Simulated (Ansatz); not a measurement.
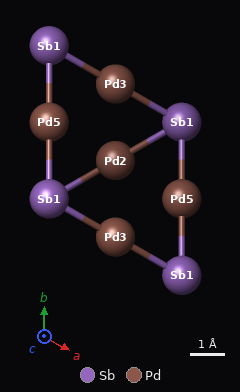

Starting structure of solid SbPd$_{4}$ (a generated structure, set up in Im-3m) (coarse preliminary run). Style: ball-and-stick. Shown: the cell of the calculation, along the c axis.

Method: DFT PBE, scalar-relativistic, plane waves, PAW (Ansatz).

The input:
```yaml
crystal:
  lattice:
    - [-2.77241157, 2.77241157, 2.77241157]
    - [2.77241157, -2.77241157, 2.77241157]
    - [2.77241157, 2.77241157, -2.77241157]
  atoms:
    - { symbol: Sb, position: [0.0, 0.0, 0.0] }
    - { symbol: Pd, position: [0.5, 0.5, 0.5] }
    - { symbol: Pd, position: [0.5, 0.0, 0.0] }
    - { symbol: Pd, position: [0.0, 0.0, 0.5] }
    - { symbol: Pd, position: [0.0, 0.5, 0.0] }
basis:
  ecutwfc: 420
kpoints:
  mp_grid: { grid: [4, 4, 4] }
hamiltonian:
  xc: pbe
scf:
  occupations: { method: gaussian, width: 0.1 }
  lower_state_search: "off"
output:
  forces: true
  stress: true
  eigenvalues: true
relax:
  adjacent_minimum: "off"
  f_tol: 0.04
  max_steps: 70
  cell: { stress_tol: 0.4 }
```

Command:
```bash
ansatz run input.yaml --threads 1 --pin off --max-ram 2048MiB --backend cpu --events-out ev --progress --plain --runs-dir out
```

**What does the optimiser find from here?**

After 3 accepted moves (4 points after the start) the energy has fallen by 1.591 eV per cell of the calculation. All forces vanish by symmetry, so only the cell relaxes. Pressure: 32.81 GPa at the start and 0.40 GPa at the end. At 1 point the geometry stayed and the basis and grid were re-selected for the new cell (energy shift of 13.2 meV per cell of the calculation at most each time). The atoms keep their places relative to the cell (all moves are under 0.005 Å). The drawn cell changes as follows: a = b = c 4.802 → 5.127 Å (+6.8 %); the volume changes by +21.7 %. Some distances before and after: Pd2–Pd3 2.772 → 2.960 Å, Sb1–Pd2 2.401 → 2.563 Å. The space group stays Im-3m (No. 229).

History of the run:

| step | E − E(0), meV/atom | pressure, GPa | volume, Å³/atom | note |
| --- | --- | --- | --- | --- |
| 0 | 0.00 | 32.81 | 17.048 |  |
| 1 | -294.45 | 6.58 | 19.664 |  |
| 2 | -314.02 | 1.73 | 20.450 |  |
| 3 | -315.61 | 0.15 | 20.747 |  |
| 4 | -318.24 | 0.40 | 20.747 | same geometry, new basis |

Final geometry:

```xyz
5
Lattice="-2.9600 2.9600 2.9600 2.9600 -2.9600 2.9600 2.9600 2.9600 -2.9600" Properties=species:S:1:pos:R:3 pbc="T T T"
Sb    0.0000    0.0000    0.0000
Pd    1.4800    1.4800    1.4800
Pd   -1.4800    1.4800    1.4800
Pd    1.4800    1.4800    4.4400
Pd    4.4400    1.4800   -1.4800
```

The end point in the same view:

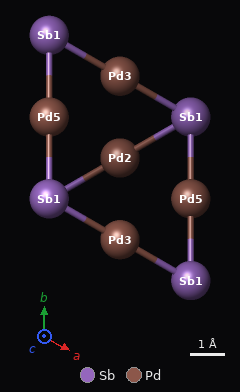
